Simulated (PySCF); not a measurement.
C4H12O2Si3

```yaml
atoms:
  - { symbol: C, position_ang: [-2.0697, -1.3794, -1.3793] }
  - { symbol: C, position_ang: [-1.0995, -1.3801, -0.4656] }
  - { symbol: C, position_ang: [-0.4061, -2.6118, -0.1205] }
  - { symbol: O, position_ang: [0.6075, -2.6352, 0.5386] }
  - { symbol: Si, position_ang: [-0.3929, 0.1341, 0.4408] }
  - { symbol: O, position_ang: [-1.2985, 1.3971, -0.0575] }
  - { symbol: Si, position_ang: [-1.7573, 2.7729, -0.7670] }
  - { symbol: Si, position_ang: [1.8252, 0.4914, -0.0917] }
  - { symbol: C, position_ang: [2.9578, -0.3068, 1.2028] }
  - { symbol: H, position_ang: [-2.5732, -0.4661, -1.6483] }
  - { symbol: H, position_ang: [-2.3819, -2.2772, -1.8952] }
  - { symbol: H, position_ang: [-0.8625, -3.5513, -0.4913] }
  - { symbol: H, position_ang: [-0.8048, -0.0150, 1.8449] }
  - { symbol: H, position_ang: [-2.5018, 3.5166, 0.2451] }
  - { symbol: H, position_ang: [-2.5986, 2.3965, -1.9041] }
  - { symbol: H, position_ang: [-0.5575, 3.4841, -1.2041] }
  - { symbol: H, position_ang: [2.1541, 1.9291, -0.1738] }
  - { symbol: H, position_ang: [2.1815, -0.0520, -1.4181] }
  - { symbol: H, position_ang: [4.0044, -0.1977, 0.9349] }
  - { symbol: H, position_ang: [2.8215, 0.1356, 2.1860] }
  - { symbol: H, position_ang: [2.7433, -1.3678, 1.2849] }
```

Geometry: GFN2-xTB.

Method: PBE0/pcSseg-1, SCF density, gas phase, non-relativistic in PySCF.

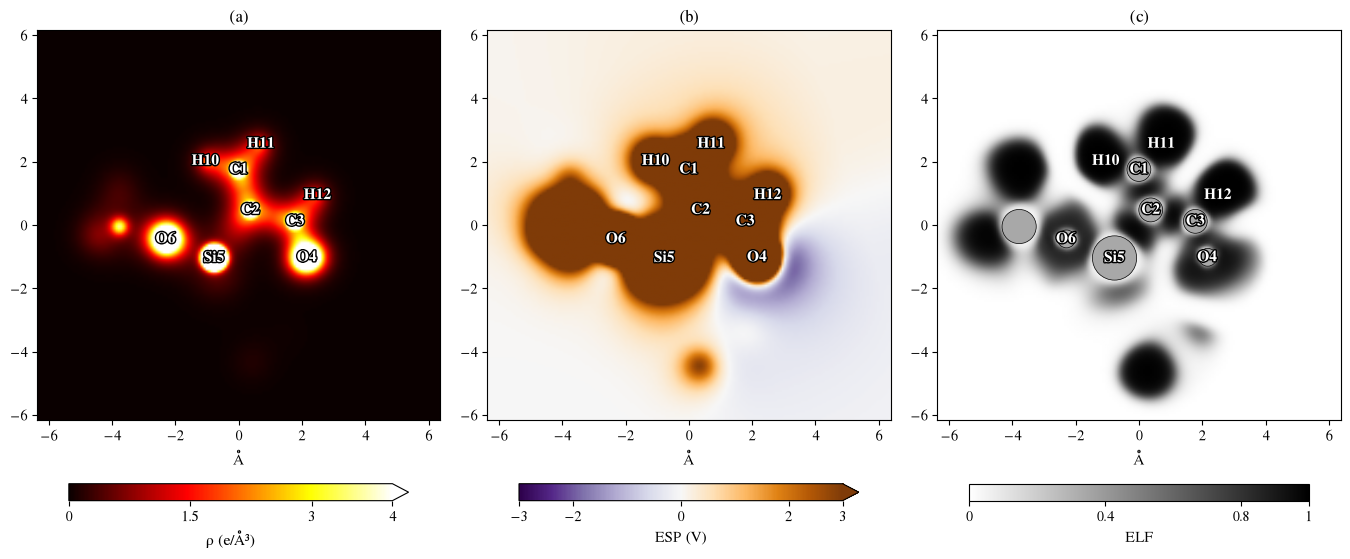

Figure 1. (a) total electron density; (b) electrostatic potential; (c) ELF on the plane of atoms C2, Si5 and O6. Grey discs cover the atomic cores in the ELF map.

### Interpret the plot.

The section cuts through C, O, Si and H sites. C–O (1.21 Å): the density is about 3.3 e/Å³ at the midpoint; the ELF peaks at about 0.85 between the atoms; a short, multiple covalent bond. C–C (1.33 Å): the density is about 2.3 e/Å³ at the midpoint; the ELF peaks at about 0.90 between the atoms; a multiple bond. Si–O (1.63 Å): ρ is about 1.1 e/Å³ halfway; the ELF peaks at about 0.85 between the atoms (a shared but strongly polarised pair). C–Si (1.90 Å): the density is about 0.92 e/Å³ at the midpoint; the ELF peaks at about 1 between the atoms; a shared electron pair. C–H (1.08 Å): the density is about 2.1 e/Å³ at the midpoint; the ELF climbs to about 1 towards the hydrogen, as it does in any bond to H (an ordinary covalent bond to hydrogen). The ELF also peaks beside O4, away from the bonds: lone-pair regions. Outside the dense part of the molecule the potential is most negative (−1.9 V) near O4.

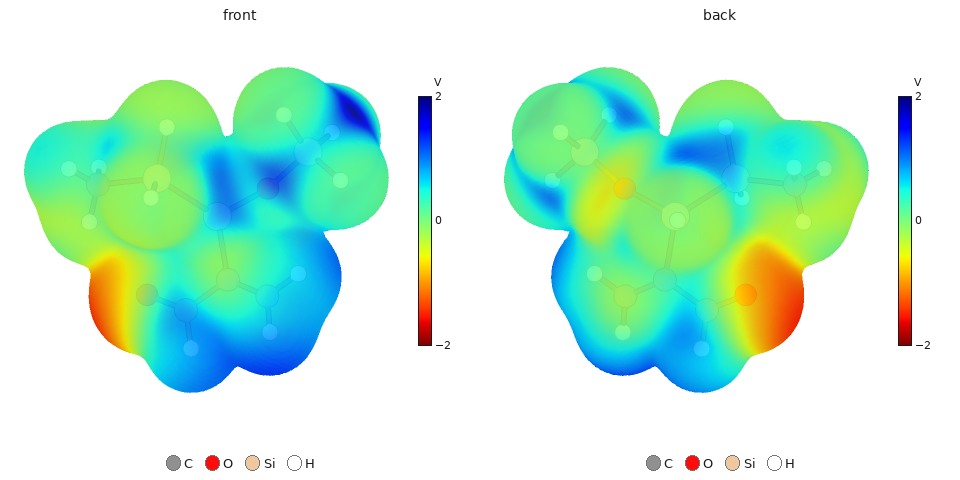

Figure 2. The electrostatic potential painted on the density surface at 0.002 e/bohr³, seen from the front and from behind; red is negative and blue positive.

### Describe the electrostatic potential map.

The most negative region (about −1.4 V) lies over O4, the most positive (about +1.6 V) over Si7. O4 is the likeliest acceptor of a hydrogen bond.
